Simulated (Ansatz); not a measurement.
Take InP in the zinc blende structure (space group F-43m, No. 216; a = 5.9598 Å) as the base.

Perturbation: the cell is scaled by 0.9864 in all directions; the atoms relax in the strained cell.

All numbers come from PBE (Ansatz, a program for electronic structure), spin-orbit coupling left out, earlier PAW set.

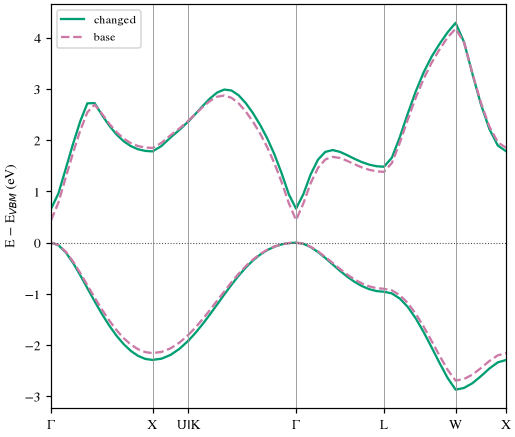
Highest valence and lowest conduction band along the path, each from its own valence-band maximum

Task: From the figure, how large is the changed gap, and is it direct?

Result: About 0.7 eV, direct at Γ.

Stability against distortions was not tested.
